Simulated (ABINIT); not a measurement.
## Quasiparticle gap of SiO2 (P3_221) in ABINIT

Aim: the G0W0 gap of SiO2 (P3_221) on PBE, step by step.

Calculated with ABINIT 10.8.3; PBE and many-body steps on it, plane waves.

### Step 1. Set-up

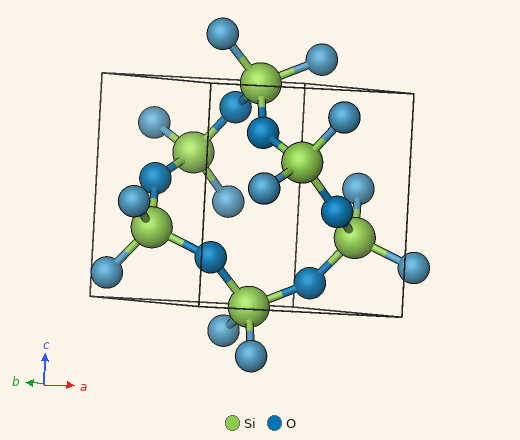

The cell as given, slightly off an axis (silicon green, oxygen blue). Some periodic images of atoms are drawn too.

Coordinates:

```cif
data_structure
_symmetry_space_group_name_H-M 'P3_221'
_symmetry_Int_Tables_number 154
_cell_length_a 4.9164
_cell_length_b 4.9164
_cell_length_c 5.4084
_cell_angle_alpha 90.000
_cell_angle_beta 90.000
_cell_angle_gamma 120.000
_cell_volume 113.21
loop_
_atom_site_label
_atom_site_type_symbol
_atom_site_symmetry_multiplicity
_atom_site_Wyckoff_symbol
_atom_site_fract_x
_atom_site_fract_y
_atom_site_fract_z
_atom_site_occupancy
Si1 Si 3 a 0.46973 0.00000 0.66667 1
O1 O 6 c 0.41354 0.26758 0.78558 1
```

The cell and positions come from the Crystallography Open Database and are kept as given unless a step says otherwise.

### Step 2. Ground state

This step: ABINIT 10.8.3; DFT, PBE, plane waves, norm-conserving pseudopotentials.

The ground-state density comes first.

run.abi reads:

```
acell 3*1.0 Angstrom
rprim 
  4.916359999971 0.000000000007 0.000000000000
  -2.458179999991 4.257692654122 0.000000000000
  0.000000000000 0.000000000000 5.408400000000
ntypat 2
znucl 14 8
natom 9
typat 1 1 1 2 2 2 2 2 2
xred 
  0.469730000000 0.000000000000 0.666666666667
  0.000000000000 0.469730000000 0.333333333333
  0.530270000000 0.530270000000 -0.000000000000
  0.413540000000 0.267580000000 0.785580000000
  0.732420000000 0.145960000000 0.452246666667
  0.854040000000 0.586460000000 0.118913333333
  0.267580000000 0.413540000000 0.214420000000
  0.145960000000 0.732420000000 0.547753333333
  0.586460000000 0.854040000000 0.881086666667
pp_dirpath "pseudos"
pseudos "Si.upf, O.upf"
ecut 36
ngkpt 6 6 4
nshiftk 1
shiftk 0 0 0
kptopt 1
chksymbreak 0
nband 32
occopt 1
tolvrs 1e-10
nstep 60
prtwf 0
indata_prefix "in"
outdata_prefix "out"
tmpdata_prefix "tmp"
```

The run is started by

```
> OMP_NUM_THREADS=1 mpirun -n 4 abinit run.abi > log
```

Numbers of over 12 decimals in the logs are rounded to 6 here.

Log:

```text
.Version 10.8.3 of ABINIT. v10.8.2 released Aug 2026.

 Symmetries : space group P3_2 2 1 (#154); Bravais hP (primitive hexag.)
================================================================================
 Values of the parameters that define the memory need of the present run
     intxc =       0    ionmov =       0      iscf =       7    lmnmax =       6
     lnmax =       6     mgfft =      60  mpssoang =       3    mqgrid =    3001
     natom =       9  nloc_mem =       1    nspden =       1   nspinor =       1
    nsppol =       1      nsym =       6    n1xccc =    2501    ntypat =       2
    occopt =       1   xclevel =       2
-    mband =          32        mffmem =           1         mkmem =           6
       mpw =        7924          nfft =      174960          nkpt =          24
================================================================================
  Rough estimation (10% accuracy) of disk space for files :
================================================================================

--------------------------------------------------------------------------------
------------- Echo of variables that govern the present computation ------------
--------------------------------------------------------------------------------
 -outvars: echo values of preprocessed input variables --------
            acell      1.8897261259E+00  1.8897261259E+00  1.8897261259E+00 Bohr

      chksymbreak           0
             ecut      3.60000000E+01 Hartree
-          fftalg         312

              ixc     -101130
              kpt      0.00000000E+00  0.00000000E+00  0.00000000E+00
                       1.66666667E-01  0.00000000E+00  0.00000000E+00
                       3.33333333E-01  0.00000000E+00  0.00000000E+00
                       5.00000000E-01  0.00000000E+00  0.00000000E+00
                       1.66666667E-01  1.66666667E-01  0.00000000E+00
                       3.33333333E-01  1.66666667E-01  0.00000000E+00
                       3.33333333E-01  3.33333333E-01  0.00000000E+00
                       0.00000000E+00  0.00000000E+00  2.50000000E-01
                       1.66666667E-01  0.00000000E+00  2.50000000E-01
   [... 13 further rows ...]
                       3.33333333E-01  1.66666667E-01  5.00000000E-01
                       3.33333333E-01  3.33333333E-01  5.00000000E-01
         kptrlatt        6    0    0      0    6    0      0    0    4
          kptrlen      4.08815791E+01
P           mkmem           6
            natom           9
            nband          32
            ngfft          54      54      60
             nkpt          24
            nstep          60
             nsym           6
           ntypat           2
              occ      2.000000  2.000000  2.000000  2.000000  2.000000  2.000000
                       2.000000  2.000000  2.000000  2.000000  2.000000  2.000000
                       2.000000  2.000000  2.000000  2.000000  2.000000  2.000000
                       2.000000  2.000000  2.000000  2.000000  2.000000  2.000000
                       0.000000  0.000000  0.000000  0.000000  0.000000  0.000000
                       0.000000  0.000000
            prtwf           0
            rprim      4.9163600000E+00  7.0000000000E-12  0.0000000000E+00
[...]
spgroup         154

           tolvrs      1.00000000E-10

             xred      4.6973000000E-01  7.4014868308E-17  6.6666666667E-01
[...]
znucl       14.00000    8.00000

================================================================================

 chkinp: Checking input parameters for consistency.

================================================================================
== DATASET  1 ==================================================================
-   mpi_nproc: 4, omp_nthreads: 1 (-1 if OMP is not activated)

--- !DatasetInfo
iteration_state: {dtset: 1, }
dimensions: {natom: 9, nkpt: 24, mband: 32, nsppol: 1, nspinor: 1, nspden: 1, mpw: 7924, }
cutoff_energies: {ecut:  36.0, pawecutdg:  -1.0, }
electrons: {nelect:   4.80000000E+01, charge:   0.00000000E+00, occopt:   1.00000000E+00, tsmear:   1.00000000E-02, }

 Real(R)+Recip(G) space primitive vectors, cartesian coordinates (Bohr,Bohr^-1):
 R(1)=  9.2905739  0.0000000  0.0000000  G(1)=  0.1076360  0.0621437  0.0000000
 R(2)= -4.6452870  8.0458730  0.0000000  G(2)=  0.0000000  0.1242873  0.0000000
 R(3)=  0.0000000  0.0000000 10.2203948  G(3)=  0.0000000  0.0000000  0.0978436
 Unit cell volume ucvol=  7.6398247E+02 bohr^3
 Angles (23,13,12)=  9.00000000E+01  9.00000000E+01  1.20000000E+02 degrees

 getcut: wavevector=  0.0000  0.0000  0.0000  ngfft=  54  54  60
         ecut(hartree)=     36.000   => boxcut(ratio)=   2.15246

--- Pseudopotential description ------------------------------------------------
- Si Generated using ONCVPSP code by D. R. Hamann
- 14.00000   4.00000  171031                  znucl, zion, pspdat
12 -101130 2 -1 1510                          pspcod,pspxc,lmax,lloc,mmax
     nproj     2     2     2
  pspatm : epsatm=    9.34321561
         --- l  ekb(1:nproj) -->
[...]
pspatm: atomic psp has been read  and splines computed

- O Generated using ONCVPSP code by D. R. Hamann
-  8.00000   6.00000  171031                  znucl, zion, pspdat
[...]
Cartesian components of stress tensor (hartree/bohr^3)
  sigma(1 1)= -1.84605728E-04  sigma(3 2)=  0.00000000E+00
  sigma(2 2)= -1.84605728E-04  sigma(3 1)=  0.00000000E+00
  sigma(3 3)= -1.83318946E-04  sigma(2 1)=  0.00000000E+00

--- !ResultsGS
iteration_state: {dtset: 1, }
comment   : Summary of ground state results
lattice_vectors:
- [  9.2905739,   0.0000000,   0.0000000, ]
- [ -4.6452870,   8.0458730,   0.0000000, ]
- [  0.0000000,   0.0000000,  10.2203948, ]
lattice_lengths: [   9.29057,    9.29057,   10.22039, ]
lattice_angles: [ 90.000,  90.000, 120.000, ] # degrees, (23, 13, 12)
lattice_volume:   7.6398247E+02
convergence: {deltae:  2.984E-12, res2:  8.834E-11, residm:  1.083E-04, diffor: null, }
etotal    :  -1.12355417E+02
entropy   :   0.00000000E+00
fermie    :   7.22210299E-03
cartesian_stress_tensor: # hartree/bohr^3
- [ -1.84605728E-04,   0.00000000E+00,   0.00000000E+00, ]
- [  0.00000000E+00,  -1.84605728E-04,   0.00000000E+00, ]
- [  0.00000000E+00,   0.00000000E+00,  -1.83318946E-04, ]
pressure_GPa:   5.4187E+00
xred      :
- [  4.6973E-01,   7.4015E-17,   6.6667E-01, Si]
- [  1.6639E-18,   4.6973E-01,   3.3333E-01, Si]
- [  5.3027E-01,   5.3027E-01,   9.2519E-18, Si]
- [  4.1354E-01,   2.6758E-01,   7.8558E-01,  O]
- [  7.3242E-01,   1.4596E-01,   4.5225E-01,  O]
- [  8.5404E-01,   5.8646E-01,   1.1891E-01,  O]
- [  2.6758E-01,   4.1354E-01,   2.1442E-01,  O]
- [  1.4596E-01,   7.3242E-01,   5.4775E-01,  O]
- [  5.8646E-01,   8.5404E-01,   8.8109E-01,  O]
cartesian_forces: # hartree/bohr
- [  9.09309746E-04,   1.17464560E-15,  -3.48423264E-27, ]
- [ -4.54654873E-04,   7.87485340E-04,  -0.00000000E+00, ]
- [ -4.54654873E-04,  -7.87485340E-04,  -0.00000000E+00, ]
- [ -5.57697874E-03,   4.45723705E-04,  -2.40998233E-03, ]
- [  2.40248132E-03,  -5.05266712E-03,  -2.40998233E-03, ]
- [  3.17449742E-03,   4.60694341E-03,  -2.40998233E-03, ]
- [  3.17449742E-03,  -4.60694341E-03,   2.40998233E-03, ]
- [ -5.57697874E-03,  -4.45723705E-04,   2.40998233E-03, ]
- [  2.40248132E-03,   5.05266712E-03,   2.40998233E-03, ]
force_length_stats: {min:   9.09309746E-04, max:   6.09174657E-03, mean:   4.36426763E-03, }

 Integrated electronic density in atomic spheres:
 ------------------------------------------------
 Atom  Sphere_radius  Integrated_density
[...]
================================================================================

 ----iterations are completed or convergence reached----

 Mean square residual over all n,k,spin=   71.552E-08; max=  10.826E-05
 reduced coordinates (array xred) for    9 atoms
[...]
0.732420000000      0.145960000000      0.452246666667
       0.854040000000      0.586460000000      0.118913333333
       0.267580000000      0.413540000000      0.214420000000
       0.145960000000      0.732420000000      0.547753333333
       0.586460000000      0.854040000000      0.881086666667
 rms dE/dt=  2.7261E-02; max dE/dt=  5.1813E-02; dE/dt below (all hartree)
    1      -0.008448009425      0.004224004712      0.000000000000
    2       0.004224004712     -0.008448009425      0.000000000000
    3       0.004224004712      0.004224004712      0.000000000000
    4       0.051813333305     -0.029492902995      0.024630970778
    5      -0.022320430311      0.051813333305      0.024630970778
    6      -0.029492902995     -0.022320430311      0.024630970778
    7      -0.029492902995      0.051813333305     -0.024630970778
    8       0.051813333305     -0.022320430311     -0.024630970778
    9      -0.022320430311     -0.029492902995     -0.024630970778

 cartesian coordinates (angstrom) at end:
    1      2.309362     3.29e-12     3.605600
[...]
cartesian forces (hartree/bohr) at end:
[...]
frms,max,avg= 2.8876287E-03 5.5769787E-03   0.000E+00  0.000E+00  0.000E+00 h/b

 cartesian forces (eV/Angstrom) at end:
[...]
5      0.123541    -0.259819    -0.123926
    6      0.163239     0.236899    -0.123926
    7      0.163239    -0.236899     0.123926
    8     -0.286780    -0.022920     0.123926
    9      0.123541     0.259819     0.123926
 frms,max,avg= 1.4848784E-01 2.8677978E-01   0.000E+00  0.000E+00  0.000E+00 e/A
 length scales=  1.889726125908  1.889726125908  1.889726125908 bohr
              =  1.000000000000  1.000000000000  1.000000000000 angstroms
 prteigrs : about to open file out_EIG
 Fermi (or HOMO) energy (hartree) =   0.00722   Average Vxc (hartree)=  -0.33657
 Eigenvalues (hartree) for nkpt=  24  k points:
 kpt#   1, nband= 32, wtk=  0.00694, kpt=  0.0000  0.0000  0.0000 (reduced coord)
  -0.70406   -0.64788   -0.64788   -0.62422   -0.62303   -0.62303   -0.29529   -0.29529
  -0.19193   -0.19157   -0.18494   -0.18494   -0.10033   -0.10033   -0.09177   -0.08242
  -0.04761   -0.04761   -0.04668   -0.02946   -0.02946   -0.01788   -0.00436   -0.00436
   0.22885    0.35003    0.35003    0.36678    0.36678    0.41224    0.43553    0.45741
 prteigrs : prtvol=0 or 1, do not print more k-points.

--- !EnergyTerms
iteration_state     : {dtset: 1, }
comment             : Components of total free energy in Hartree
kinetic             :  7.35478190632645E+01
hartree             :  3.87035673064576E+01
xc                  : -3.03774863934743E+01
Ewald energy        : -6.94671569356594E+01
psp_core            :  4.09657855812079E+00
local_psp           : -1.13976247789052E+02
non_local_psp       : -1.48824908764666E+01
total_energy        : -1.12355417066810E+02
total_energy_eV     : -3.05734665063324E+03
band_energy         : -1.16529758247706E+01

 Cartesian components of stress tensor (hartree/bohr^3)
  sigma(1 1)= -1.84605728E-04  sigma(3 2)=  0.00000000E+00
  sigma(2 2)= -1.84605728E-04  sigma(3 1)=  0.00000000E+00
  sigma(3 3)= -1.83318946E-04  sigma(2 1)=  0.00000000E+00

-Cartesian components of stress tensor (GPa)         [Pressure=  5.4187E+00 GPa]
- sigma(1 1)= -5.43128802E+00  sigma(3 2)=  0.00000000E+00
- sigma(2 2)= -5.43128802E+00  sigma(3 1)=  0.00000000E+00
- sigma(3 3)= -5.39342959E+00  sigma(2 1)=  0.00000000E+00

== END DATASET(S) ==============================================================
================================================================================

 -outvars: echo values of variables after computation  --------
           etotal     -1.1235541707E+02
            nband          32
             nkpt          24
          spgroup         154
 [... the other variables as echoed above ...]

 Calculation completed.
```

Run time: 83 s. Hardware: 4 MPI ranks of Arm Neoverse V1, shared host; peak memory 0.48 GiB; 5.5 min of CPU time.

This step gave:

* total energy: -3057.3467 eV
* gap: 6.031 eV
* k of the valence top: 0.3333, 0.3333, 0
* k of the conduction bottom: 0, 0, 0
* least direct gap: 6.346 eV
* pressure: 5.419 GPa

The gap is indirect, with the least direct gap 0.32 eV higher.

The cutoff was set for levels, not for stress, so the pressure can be off by some GPa.

(Continued in part 2 of 3.)

[Paths, hosts, dates, memory and timing lines, banners, echoed tables and standing remarks are left out of the program output.]

[Logs are printed without paths, hosts, clocks, repeated set-up lines and the standing remarks that a program may print on its own settings, such as how far it seeks lower states.]

[Runs of the session that timed out or met a known fault of the program may be left out.]

[Hosts, paths, dates, database ids (printed as entryN), source tags and the programs' standing remarks are cut or masked in the printed files.]

[G0W0 gaps are taken among the corrected bands and points alone; a level outside them can change the order at an edge.]

[Where Ansatz stands beside ABINIT at settings called matched, ABINIT's density can come from a denser mesh and the files from another edition; pairs whose starting gaps differed by over 0.03 eV were left out, so agreement reads better than it is.]
